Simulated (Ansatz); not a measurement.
The starting structures come from a database of crystals and need not be the phases stable at ambient conditions.

 Where the default PAW files enter, the runs use the earlier of Ansatz's two default sets.

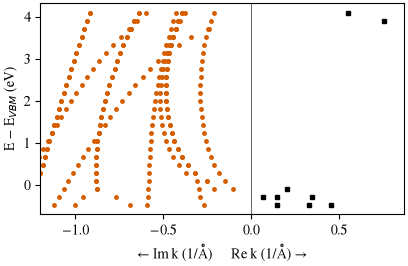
*Complex bands at the centre of the two-dimensional zone; r2SCAN (Ansatz, an electronic-structure program)*

The gap is the functional's own. No spin-orbit coupling. Mid-gap values are interpolated on the energy grid.

### Question
This is CaI2 (P-3m1, CdI2 type, not sure to be the ambient phase, 3 atoms a cell, 39.3 Å³ an atom) along the normal of (100). Read off the slowest decay at the centre of the two-dimensional zone at 2.00 eV, the computed energy nearest the middle of the gap.

### Answer
κ ≈ 0.29 1/Å, a decay length 1/(2κ) of the density of 1.7 Å.
